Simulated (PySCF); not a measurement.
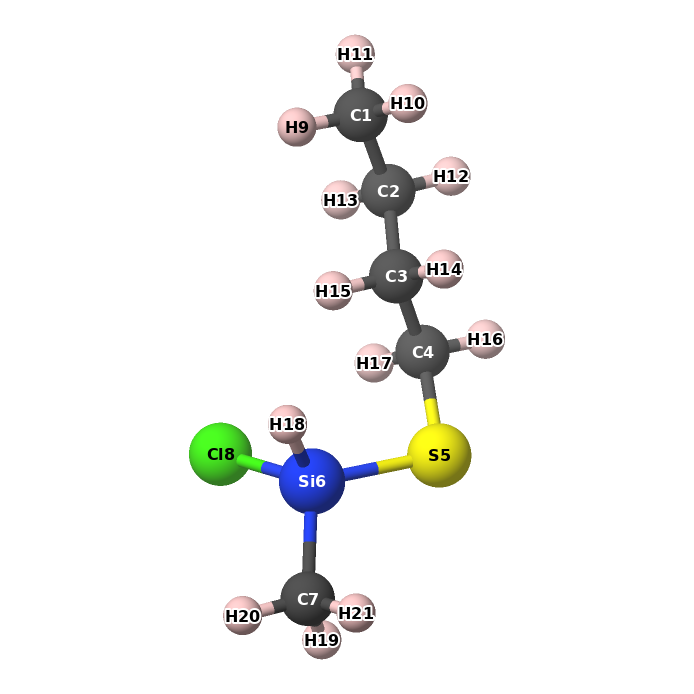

Computed geometry: PBE0-D3(BJ)/def2-SVP optimisation. No frequency run is at hand to confirm it as a minimum. Level of theory: delta-SCF UKS SCAN, pcX-2 on the ionised atom, pcseg-1 elsewhere, spin-free X2C (PySCF 2.14.0).

Give the core-electron binding energies (to vacuum; p and d levels without spin–orbit splitting) of C1 1s, C2 1s, C3 1s, C4 1s, S5 1s, S5 2p, Si6 1s, Si6 2p, C7 1s, Cl8 1s, Cl8 2p.

| atom | level | binding energy (eV) |
| --- | --- | --- |
| C1 | 1s | 290.6 |
| C2 | 1s | 290.6 |
| C3 | 1s | 290.6 |
| C4 | 1s | 291.2 |
| S5 | 1s | 2476.5 |
| S5 | 2p | 169.1 |
| Si6 | 1s | 1847.5 |
| Si6 | 2p | 107.8 |
| C7 | 1s | 290.5 |
| Cl8 | 1s | 2828.2 |
| Cl8 | 2p | 206.2 |
